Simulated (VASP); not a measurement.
## MnCuO2 (Crednerite): structure and properties in VASP

How well does PBEsol + U reproduce what experiment finds for MnCuO2 (Crednerite)? The cell is relaxed first, and properties follow on it. The steps: relaxing cell and atoms (PBEsol + U), second relaxation, single point with fields (PBEsol + U), band structure (PBEsol + U), total and projected DOS (PBEsol + U), zone-centre phonons (PBEsol + U), volume scan with PBEsol + U, fit for PBEsol + U and self-consistent run (PBEsol + U), changed input. The start is a cell from a database of measured crystal structures.

Method: PBEsol, DFT+U (Cu d 5 eV, Mn d 4 eV), spin-polarised from a ferromagnetic start; plane waves and PAW (Mn_pv, Cu, O), in VASP 6.6.1.

**Measured values to reproduce.**

“Decoupling lattice and magnetic instabilities in frustrated CuMnO2” (2021, arxiv:2104.06281) reports for CuMnO2, monoclinic distorted delafossite, by Raman scattering (stoichiometric polycrystalline): Raman mode (Ag in-plane mode) 312.5 ± 0.2 cm⁻¹ [weak line; symmetry label assigned by the authors]; Raman mode (Bg in-plane mode) 388.8 ± 0.2 cm⁻¹ [weak line; symmetry label assigned by the authors]; Raman mode (Ag, O-Cu-O stretch) 688.7 ± 0.03 cm⁻¹.

Most raw output is cut from this account.

The database entry behind the starting cell differs from later determinations by our own check (a about 1 % short, old inner coordinates), so it need not match the best structure at ambient conditions.

**1. The structure**

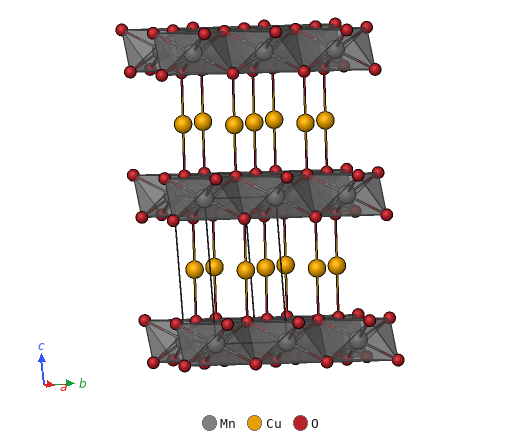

The starting structure, seen slightly off an axis (manganese grey, copper orange, oxygen red). 1×2×2 cells are drawn. This picture shows the conventional cell, with its axes. Some periodic images of atoms are drawn too.

Coordinates:

```xyz
4
Lattice="2.7650 -1.4420 0.0000 2.7650 1.4420 0.0000 -1.4867 0.0000 5.7075" Properties=species:S:1:pos:R:3 pbc="T T T"
Mn    0.0000    0.0000    0.0000
Cu    2.0216    0.0000    2.8538
O     2.0879    0.0000    0.8162
O     1.9554    0.0000    4.8914
```

**2. Relaxing cell and atoms (PBEsol + U)**

The start need not lie at this functional's minimum. ISIF = 3 frees volume, shape and positions, and EDIFFG sets the threshold on forces and stress at which the search stops. PBEsol restores the gradient expansion of exchange and is tuned for the cells of solids. A Hubbard U penalises fractional filling of the localised shell, which semilocal functionals favour.

INCAR

```
SYSTEM = MnCuO2
PREC = Accurate
ENCUT = 520
EDIFF = 1E-06
NELM = 100
ISMEAR = 0
SIGMA = 0.05
LREAL = .FALSE.
ALGO = Normal
GGA = PS
NBANDS = 26
ISPIN = 2
MAGMOM = 4 0.6 0 0
LDAU = .TRUE.
LDAUTYPE = 2
LDAUL = 2 2 -1
LDAUU = 4 5 0
LDAUJ = 0 0 0
LDAUPRINT = 1
LASPH = .TRUE.
LMAXMIX = 4
LORBIT = 11
LWAVE = .FALSE.
LCHARG = .FALSE.
KPAR = 4
IBRION = 2
NSW = 60
ISIF = 3
EDIFFG = -0.01
```

POSCAR

```
MnCuO2
1.0
    2.7650000000     -1.4420000000      0.0000000000
    2.7650000000      1.4420000000      0.0000000000
   -1.4867050749      0.0000000000      5.7075486875
Mn Cu O
1 1 2
Direct
    0.0000000000      0.0000000000      0.0000000000
    0.5000000000      0.5000000000      0.5000000000
    0.4160000000      0.4160000000      0.1430000000
    0.5840000000      0.5840000000      0.8570000000
```

KPOINTS

```
Automatic mesh
0
Gamma
9 9 4
0 0 0
```

PAW data sets: Mn_pv, Cu and O (PBE family, release 64).

Started as:

```sh
$ mpirun -np 4 vasp_std
```

The job ended after 9.8 min (4 MPI ranks of AMD EPYC 9R45, shared host; peak memory 1.3 GiB).

The cell holds one magnetic atom, so no antiferromagnetic order fits into it. The gap is read on the k-mesh alone, so it is an upper bound where the band edges lie off the mesh. The PAW data sets were made with PBE, which is usual practice but a small mismatch for other functionals. The run keeps the 4 symmetry operations of its start, so it cannot find a distortion of lower symmetry.

Relaxation path (22 of 30):

```
step  energy less that of the first step (eV)  largest force (eV/Å)  pressure (GPa)  volume (Å³)
   1                                   0.0000                6.9028           20.02        45.51
   2                                  -0.7813                1.5012          -14.26        55.26
   4                                  -1.4291                0.9601          -10.30        50.13
   5                                  -1.4294                1.0664           -9.87        49.99
   7                                  -1.6097                0.0450           -1.44        46.98
   8                                  -1.6097                0.0661           -1.17        46.92
   9                                  -1.6316                0.1890            0.43        46.25
  11                                  -1.6408                0.0814           -0.42        46.22
  12                                  -1.6408                0.0721           -0.39        46.23
  13                                  -1.6422                0.0613            0.13        46.10
  15                                  -1.6432                0.0603            0.22        46.08
  16                                  -1.6437                0.0873            0.22        46.06
  18                                  -1.6446                0.0479           -0.50        46.23
  19                                  -1.6451                0.0468           -0.47        46.18
  20                                  -1.6462                0.0666           -0.02        46.05
  22                                  -1.6465                0.0844            0.16        45.97
  23                                  -1.6470                0.0091            0.19        45.95
  24                                  -1.6470                0.0197            0.20        45.95
  26                                  -1.6471                0.0173           -0.15        46.11
  27                                  -1.6472                0.0133           -0.08        46.09
  29                                  -1.6472                0.0042            0.10        46.03
  30                                  -1.6472                0.0016            0.02        46.07
```

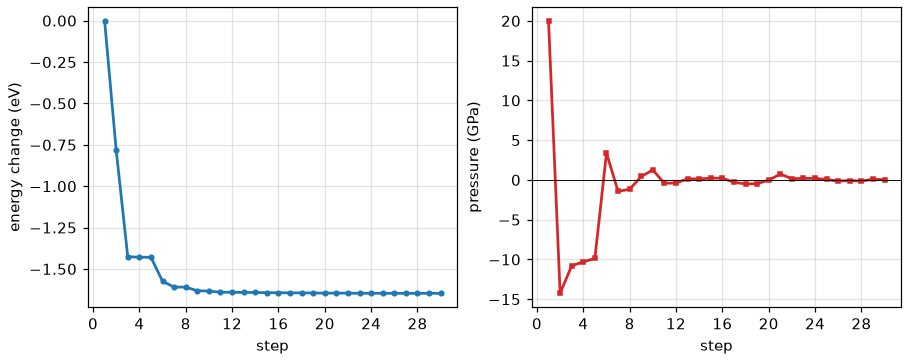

Energy and pressure along the relaxation.

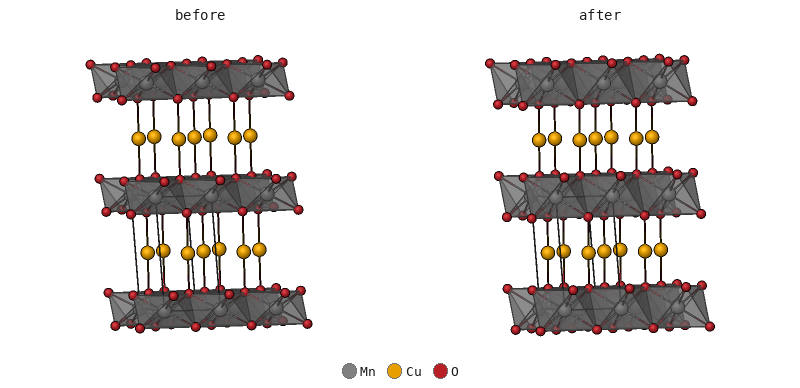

Before and after, at one scale.

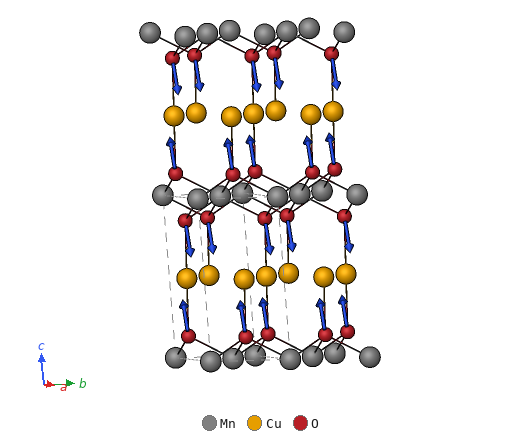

Displacements in the relaxation, exaggerated, measured against the changing cell; the longest in the cell stands for 0.25 Å. 1×2×2 conventional cells are drawn. Some periodic images of atoms are drawn too.

```
     cell as run  before   after  change
           a (Å)   3.118   3.151  +1.0 %
           b (Å)   3.118   3.151  +1.0 %
           c (Å)   5.898   5.823  -1.3 %
           α (°)  102.91  102.16  -0.7 %
           β (°)  102.91  102.16  -0.7 %
           γ (°)   55.09   55.14  +0.1 %
volume (Å³/atom)   11.38   11.52  +1.2 %
```

The atoms that moved most (Å, as changes of fractional coordinates times the final cell):

```
atom      dx     dy      dz  length
  O4   0.132  0.000  -0.212   0.249
  O3  -0.132  0.000   0.212   0.249
```

The relaxed structure:

```xyz
4
Lattice="2.7927 -1.4583 0.0300 2.7927 1.4583 0.0300 -1.4440 0.0000 5.6408" Properties=species:S:1:pos:R:3 pbc="T T T"
Mn    0.0000    0.0000    0.0000
Cu    2.0707    0.0000    2.8504
O     1.9852    0.0000    1.0433
O     2.1561    0.0000    4.6575
```

This step gave:

| Property | Result |
| --- | --- |
| electrons | 36 |
| bands | 26 |
| irreducible k-points | 95 |
| symmetry operations | 4 |
| free energy (TOTEN) | -25.76 eV |
| Fermi energy | 5.069 eV |
| pressure | 0.01689 GPa |
| moment of the cell, from the last line of the log | 4 μB |
| metallic | no |
| valence top at k | 0, 0, 0 |
| conduction bottom at k | -0.2222, 0.1111, 0.5 |
| least direct gap at k | -0.3333, 0.3333, 0 |
| SCF cycles over all ionic steps | 245 |
| gap on the k-mesh | 0.4052 eV |
| least direct gap on the k-mesh | 1.094 eV |

Spin moment in the PAW sphere by atom:

```
atom  spin moment in the PAW sphere (μB)
 Mn1                                3.91
 Cu2                               -0.01
  O3                               -0.02
  O4                               -0.02
```

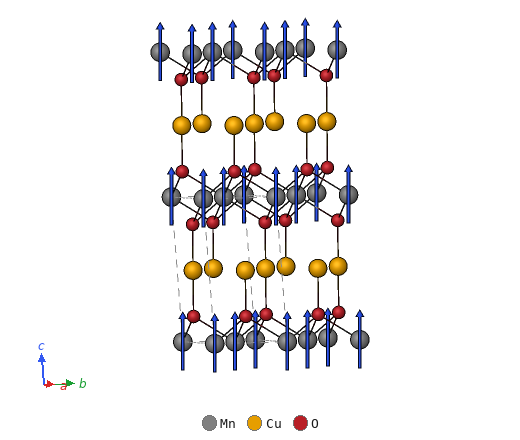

Spin moment in the PAW sphere as arrows, the longest 3.91 μB. Up and down stand for the sign. Arrows give size and sign along the axis of quantisation, drawn up and down the page. 1×2×2 conventional cells are drawn. Some periodic images of atoms are drawn too.

It ends with a largest force of 0.002 eV/Å and a pressure of 0.02 GPa. The volume lies +1.2 % from that of the database's start.

**3. Second relaxation**

A relaxation keeps the plane waves of the cell it began with, so it is repeated from the new cell, on a basis made for it.

INCAR is that of step 2.

POSCAR

```
MnCuO2
1.0
    2.7926571158     -1.4583286311      0.0299771144
    2.7926571158      1.4583286311      0.0299771144
   -1.4439861849      0.0000000000      5.6408443961
Mn Cu O
1 1 2
Direct
    0.0000000000      0.0000000000      0.0000000000
    0.5000000000      0.5000000000      0.5000000000
    0.4021530575      0.4021530575      0.1806834249
    0.5978469425      0.5978469425      0.8193165751
```

KPOINTS is that of step 2.

Started as:

```sh
$ mpirun -np 4 vasp_std
```

Wall time 34 s (4 MPI ranks); peak memory 1.2 GiB; 2.2 min of CPU time.

Little changed from the start: no atom moved by 0.005 Å and no cell edge by 0.1 %.

This step gave:

| Quantity | Value |
| --- | --- |
| pressure | -0.003553 GPa |
| SCF cycles over all ionic steps | 15 |
| gap on the k-mesh | 0.4053 eV |

It ends with a largest force of 0.003 eV/Å and a pressure of 0.00 GPa. The volume moved by under 0.01 %: the run met its threshold at the first step.

**4. Single point with fields (PBEsol + U)**

A single point on the relaxed cell gives a clean self-consistent state, with density, ELF and potential written out.

INCAR, as its differences from that of step 3:

```diff
@@ -23,7 +23,5 @@
 LWAVE = .FALSE.
-LCHARG = .FALSE.
-KPAR = 4
-IBRION = 2
-NSW = 60
-ISIF = 3
-EDIFFG = -0.01
+LCHARG = .TRUE.
+ISIF = 2
+LELF = .TRUE.
+LVHAR = .TRUE.
```

POSCAR is that of step 3.

KPOINTS is that of step 3.

Started as:

```sh
$ mpirun -np 4 vasp_std
```

The job ended after 39 s (4 MPI ranks; peak memory 0.69 GiB).

With spin, VASP writes an ELF for each channel.

Numbers from this step:

```
SCF cycles        : 15
bands             : 28
Fermi energy      : 5.081 eV
pressure          : -0.01405 GPa
gap on the k-mesh : 0.4052 eV
```

Valence electrons inside each PAW sphere by angular momentum. Sphere charges, by row:

```
atom  s (e)  p (e)  d (e)  tot (e)
 Mn1  0.295  6.331  4.847    11.47
 Cu2  0.428  0.331  9.381    10.14
  O3  1.552  3.468      0    5.021
  O4  1.552  3.468      0    5.021
```

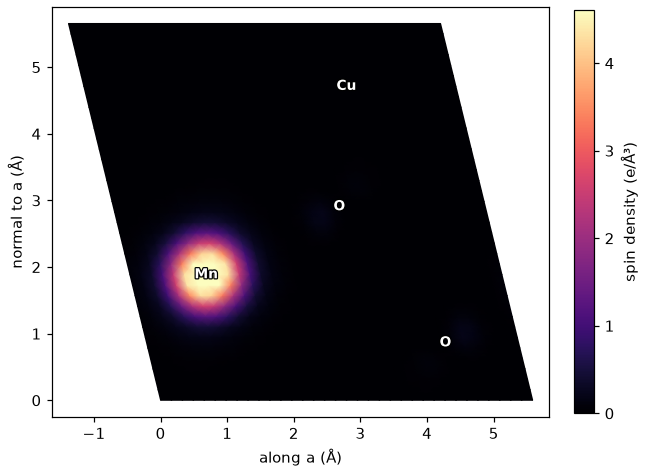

Spin density in the ac plane of the conventional cell at fractional y = 0.000, with atoms of Mn and Cu and O within 0.2 Å of it. The map starts off the cell's origin, so that atoms lie inside it.

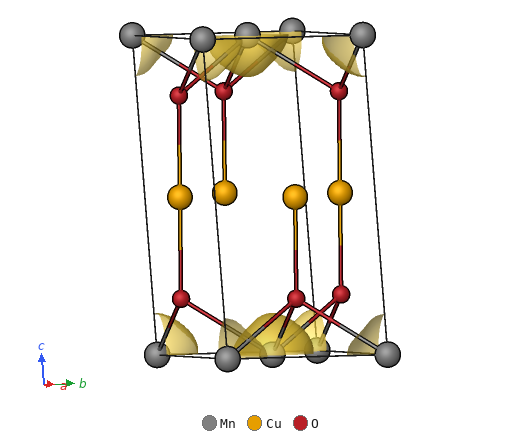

Surface of spin density = 0.63 e/Å³, which holds about 70 % of the integral of its size.

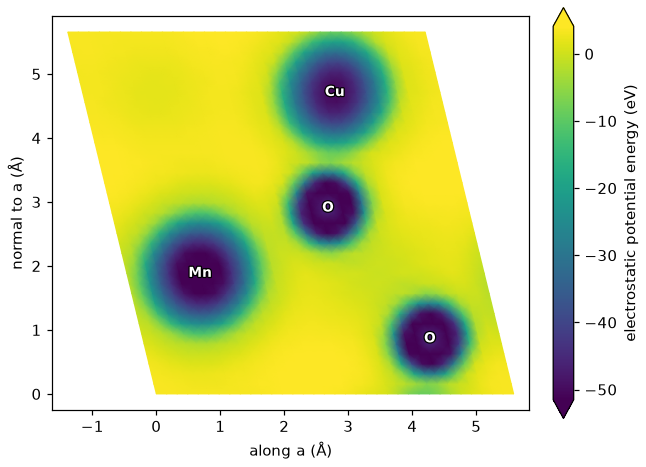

Electrostatic potential energy in the ac plane of the conventional cell at fractional y = 0.000, with atoms of Mn and Cu and O within 0.2 Å of it. With pseudopotentials it is smooth inside the atoms' cores, unlike the true potential. The map starts off the cell's origin, so that atoms lie inside it.

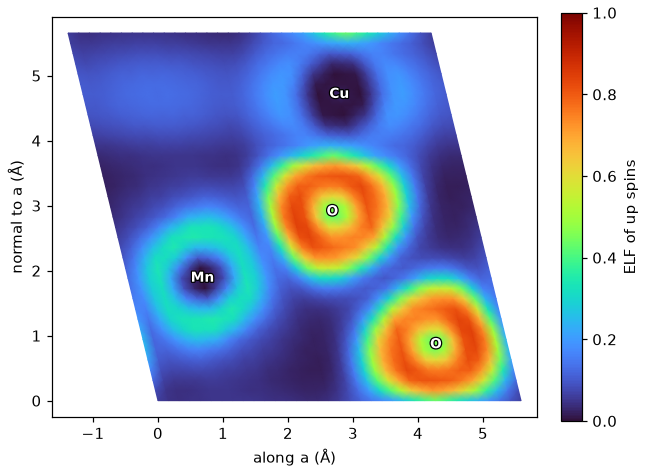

ELF of up spins in the ac plane of the conventional cell at fractional y = 0.000, with atoms of Mn and Cu and O within 0.2 Å of it. It is the smooth field of the valence electrons, not physical close to the nuclei. The map starts off the cell's origin, so that atoms lie inside it.

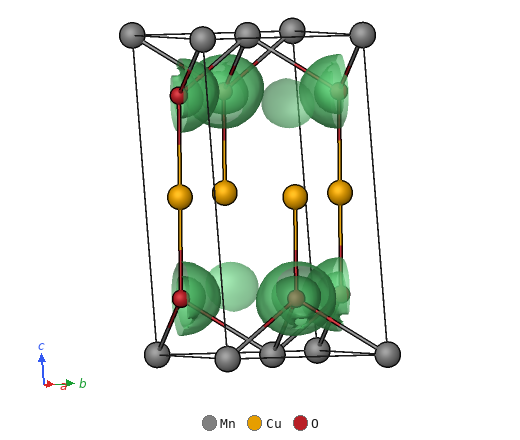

Surface of ELF of up spins = 0.76.

In this run the pressure is -0.01 GPa, small enough to go on.

**5. Band structure (PBEsol + U)**

Levels along the symmetry lines show where the bands peak and cross; KPOINTS_OPT computes them in the converged potential.

INCAR, as its differences from that of step 4:

```diff
@@ -10,5 +10,5 @@
 GGA = PS
-NBANDS = 26
+NBANDS = 34
 ISPIN = 2
-MAGMOM = 4 0.6 0 0
+MAGMOM = 3.909 -0.005 -0.017 -0.017
 LDAU = .TRUE.
@@ -23,5 +23,3 @@
 LWAVE = .FALSE.
-LCHARG = .TRUE.
-ISIF = 2
-LELF = .TRUE.
-LVHAR = .TRUE.
+LCHARG = .FALSE.
+KPAR = 4
```

POSCAR is that of step 4.

KPOINTS is that of step 4.

KPOINTS_OPT

```
Line mode
16
Line-mode
Reciprocal
  0.00000000   0.00000000   0.00000000 GAMMA
 -0.50000000  -0.50000000   0.00000000 Y

 -0.50000000  -0.50000000   0.00000000 Y
 -0.53047444  -0.53047444   0.26743164 F

 -0.53047444  -0.53047444   0.26743164 F
 -0.50000000  -0.50000000   0.50000000 L

 -0.50000000  -0.50000000   0.50000000 L
 -0.69422126  -0.30577874   0.50000000 I

 -0.30577874   0.30577874   0.50000000 I1
  0.00000000   0.00000000   0.50000000 Z

  0.00000000   0.00000000   0.50000000 Z
 -0.46952556  -0.46952556   0.73256836 F1

 -0.50000000  -0.50000000   0.00000000 Y
 -0.67775669  -0.32224331   0.00000000 X1

 -0.32224331   0.32224331   0.00000000 X
  0.00000000   0.00000000   0.00000000 GAMMA

  0.00000000   0.00000000   0.00000000 GAMMA
 -0.50000000   0.00000000   0.00000000 N

 -0.50000000   0.00000000   0.50000000 M
  0.00000000   0.00000000   0.00000000 GAMMA
```

Started as:

```sh
$ mpirun -np 4 vasp_std
```

Wall time 80 s (4 MPI ranks); peak memory 1.9 GiB; 5.3 min of CPU time.

Numbers from this step:

* bands: 34
* Fermi energy: 5.071 eV
* pressure: -0.01388 GPa
* least gap on mesh and path: 0.3513 eV
* least direct gap on mesh and path: 1.094 eV
* conduction bottom at k: -0.1631, 0.1631, 0.5
* least direct gap at k: -0.6659, -0.3341, 0

Spin up. The electronic bands at the labelled points (eV, zero at the valence-band top; v1 is the highest filled band, c1 the lowest empty one):

```
     point     v4     v3     v2     v1    c1    c2    c3
         Γ  -2.70  -2.59  -2.52   0.00  1.70  2.12  6.11
         Y  -2.71  -2.44  -1.88  -0.47  1.66  3.16  6.24
         F  -2.45  -2.09  -1.53  -0.64  1.48  3.02  6.14
         L  -2.16  -1.76  -1.25  -0.92  1.32  3.11  5.65
         I  -2.69  -2.12  -1.05  -0.80  0.96  4.84  5.87
jump to I1  -2.69  -2.12  -1.05  -0.80  0.96  4.84  5.87
         Z  -2.79  -1.37  -1.30  -0.52  1.40  3.70  4.67
        F1  -2.45  -2.09  -1.53  -0.64  1.48  3.02  6.14
 jump to Y  -2.71  -2.44  -1.88  -0.47  1.66  3.16  6.24
        X1  -2.65  -2.10  -1.43  -0.34  0.77  5.21  5.55
 jump to X  -2.65  -2.10  -1.43  -0.34  0.77  5.21  5.55
         Γ  -2.70  -2.59  -2.52   0.00  1.70  2.12  6.11
         N  -2.12  -1.95  -0.88  -0.69  0.87  3.52  5.92
 jump to M  -2.42  -2.33  -1.41  -0.11  1.08  3.55  6.95
         Γ  -2.70  -2.59  -2.52   0.00  1.70  2.12  6.11
```

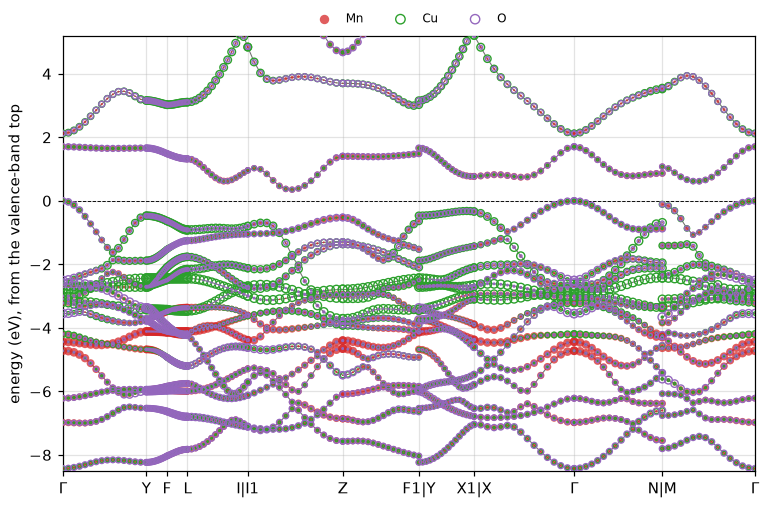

Electronic bands along the path; dots are coloured as in the legend, and their area grows with the weight.

Spin down. Electronic bands along the path, in eV, zero at the valence-band top; v1 is the highest filled band, c1 the lowest empty one:

```
     point     v4     v3     v2     v1    c1    c2    c3    c4
         Γ  -2.65  -2.44  -2.43  -2.34  1.78  2.80  2.83  3.31
         Y  -2.46  -2.44  -2.35  -1.13  2.44  3.23  3.51  3.60
         F  -2.46  -2.11  -2.00  -1.03  2.05  3.26  3.49  3.61
         L  -2.46  -2.15  -1.83  -0.92  1.97  3.35  3.48  3.77
         I  -2.68  -2.46  -2.09  -0.81  2.80  3.30  3.30  3.80
jump to I1  -2.68  -2.46  -2.09  -0.81  2.80  3.30  3.30  3.80
         Z  -3.07  -2.81  -1.46  -1.27  2.54  2.83  3.01  3.73
        F1  -2.46  -2.11  -2.00  -1.03  2.05  3.26  3.49  3.61
 jump to Y  -2.46  -2.44  -2.35  -1.13  2.44  3.23  3.51  3.60
        X1  -2.74  -2.19  -2.08  -0.69  2.73  3.25  3.34  3.72
 jump to X  -2.74  -2.19  -2.08  -0.69  2.73  3.25  3.34  3.72
         Γ  -2.65  -2.44  -2.43  -2.34  1.78  2.80  2.83  3.31
         N  -2.43  -2.17  -1.91  -0.68  1.96  3.25  3.39  3.89
 jump to M  -2.61  -2.43  -2.08  -0.88  2.48  3.35  3.40  3.62
         Γ  -2.65  -2.44  -2.43  -2.34  1.78  2.80  2.83  3.31
```

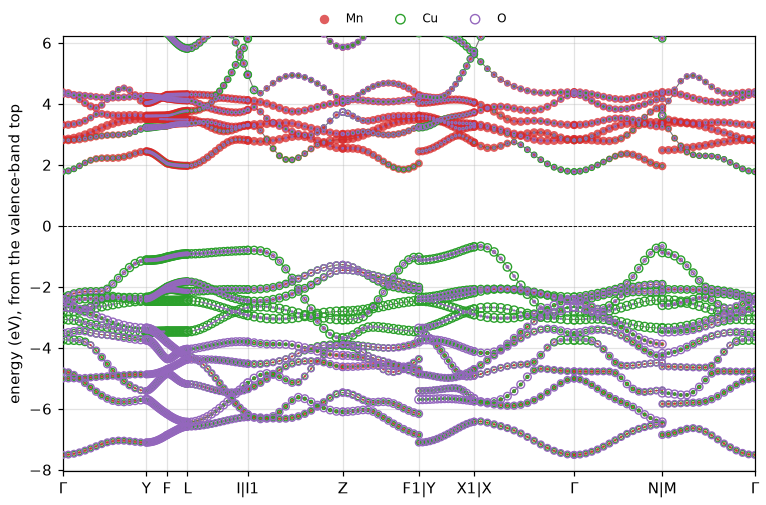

Electronic bands along the path; dots are coloured as in the legend, and their area grows with the weight.

The path lowers the gap by 0.05 eV against the mesh alone, so a band edge lies off the mesh.

Spin up: On this path the gap is indirect, 0.35 eV, with the valence top at Γ and the conduction bottom between I1 and Z. The least direct gap is 1.09 eV. Spin down: The path shows an indirect gap of 2.45 eV (valence top between X and Γ, conduction bottom at Γ). The least direct gap is 2.63 eV.

(Part 1 of 2 ends here.)

[Lines on the potential files, build, host, timing and source positions are cut from VASP's logs without a mark.]

[Logs are printed without paths, hosts, clocks, repeated set-up lines and the standing remarks that a program may print on its own settings, such as how far it seeks lower states.]

[Hosts, paths, dates, database ids (printed as entryN), source tags and the programs' standing remarks are cut or masked in the printed files.]

[Measured values are set beside computed ones only where the two were judged alike; some that the calculation misses by far are left out.]
